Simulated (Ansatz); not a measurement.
# GeH2F (SMILES [F][GeH2]): methods side by side

GeH2F: 4 atoms, total charge 0, spin state doublet. As SMILES, `[F][GeH2]`. The shape is that of a PBE0-D4/def2-TZVP optimisation.

Each level gives the electronic atomisation energy (eV). The values are calculated. Electronic energies at fixed atoms, without zero-point motion or spin-orbit coupling.

```
           level                    kind  program  value (eV)  less FCI/STO-3G  CPU time (all runs)
      UHF/STO-3G            Hartree–Fock   Ansatz        9.48            -1.58               0.35 s
 U-revPBE/STO-3G                     GGA   Ansatz       13.99            +2.93                8.1 s
 U-r2SCAN/STO-3G                meta-GGA   Ansatz       14.03            +2.97                 28 s
U-r2SCAN0/STO-3G         hybrid meta-GGA   Ansatz       13.41            +2.35                 20 s
    UPBE0/STO-3G           global hybrid   Ansatz       13.58            +2.52                5.8 s
U-wB97M-V/STO-3G  range-separated hybrid   Ansatz       14.16            +3.10                 49 s
   UHSE06/STO-3G  range-separated hybrid   Ansatz       13.60            +2.54                8.9 s
  UB2PLYP/STO-3G           double hybrid   Ansatz       12.80            +1.74                  4 s
 UCCSD(T)/STO-3G   coupled cluster or CI   Ansatz       11.04            -0.02               0.66 s
      FCI/STO-3G      exact in the basis   Ansatz       11.06             0.00                4.1 s
```

FCI/STO-3G is exact within its basis and frozen core, so for wave-function methods in that basis the difference is their error; functionals converge differently with the basis, so for them it is only a difference. All-electron rows without a relativistic Hamiltonian named are non-relativistic. The values span 9.48 to 14.16 eV. Spin contamination of the reference (⟨S²⟩ at least 0.1 too high) touches U-revPBE/STO-3G, U-r2SCAN/STO-3G, U-r2SCAN0/STO-3G, UPBE0/STO-3G, U-wB97M-V/STO-3G, UHSE06/STO-3G. All rows use very small basis sets, so none should be taken for the real molecule's value. In the correlated wave-function rows the outer d shell of Ge is correlated, in sets not made for it. In so small a basis fixed costs decide the times, and correlated methods can beat functionals. Times are those of the runs behind each value, whatever else they computed, on shared processors of several kinds: orders of magnitude only.

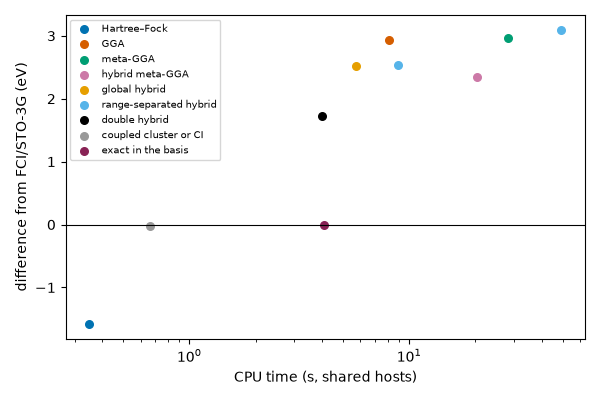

Difference from FCI/STO-3G against processor time, one point a level.
